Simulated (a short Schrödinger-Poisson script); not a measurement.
Structure: symmetric double-gate stack, SiO2 on p-type GaAs, at 300 K.

```
layer  material  thickness (nm)  Na (cm⁻³)
-----  --------  --------------  ---------
1          SiO2             2.1          -
2          GaAs              14       1e15
3          SiO2             2.1          -
```

The device is made up for the run: typed textbook-type constants, with dimensions and the other settings drawn at random. SiO2: permittivity 3.9, conduction-band edge (eV) 3.17, gap (eV) 9, electron mass (mₑ) 0.5. GaAs: permittivity 12.9, conduction-band edge (eV) 0, gap (eV) 1.424, Nv at 300 K (cm⁻³) 9e18.

Channel valleys (confinement mass, in-plane density-of-states mass, number): Γ 0.067, 0.067, 1. At the gates, both at one voltage, the conduction-band edge of layer 1 lies 3.34 eV − eVg above the Fermi level of the channel. Gaps are held at their typed values at every temperature. Mesh 0.03 nm at interfaces.

Solved with a short Schrödinger-Poisson script written for these runs: 1D Poisson equation in equilibrium, electrons quantum, Hartree (BenDaniel-Duke, 12 states a valley, the channel's in-plane mass for all, wave functions ending at the dielectric), parabolic valleys, classical holes, full ionisation, no traps, pinning or gate leakage.

Only gate voltages with over 1e8 electrons/cm² are shown.

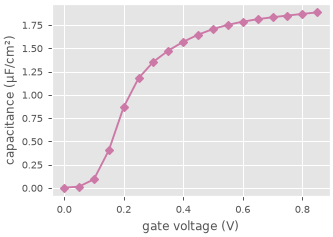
Fig. 1. Quasi-static capacitance against gate voltage

```tsv
Vg (V)	electrons (cm⁻²)	C (μF/cm²)	Γ E0 (meV)	Γ E1 (meV)
0	3.43e8	< 0.003	198.8	284.7
0.05	2.36e9	0.0148	148.9	234.8
0.1	1.56e10	0.0928	99.9	185.7
0.15	8.39e10	0.403	55.2	140.6
0.2	2.83e11	0.869	20.5	104.7
0.25	6.06e11	1.18	-4.7	77.6
0.3	1.00e12	1.36	-24.5	55.6
0.35	1.45e12	1.48	-41.2	36.6
0.4	1.92e12	1.57	-55.8	19.6
0.45	2.42e12	1.65	-68.9	4.3
0.5	2.95e12	1.71	-80.7	-9.8
0.55	3.49e12	1.75	-91.7	-22.9
0.6	4.04e12	1.79	-102.1	-35.4
0.65	4.60e12	1.81	-112.1	-47.4
0.7	5.17e12	1.83	-121.8	-59.0
0.75	5.74e12	1.85	-131.3	-70.5
0.8	6.32e12	1.87	-140.7	-81.6
0.85	6.91e12	1.89	-149.8	-92.6
```

Subbands count from the Fermi level. The capacitance is that of both gates.

Above a few 1e12 electrons/cm² a light Γ valley is non-parabolic and upper valleys begin to fill, which the model leaves out.
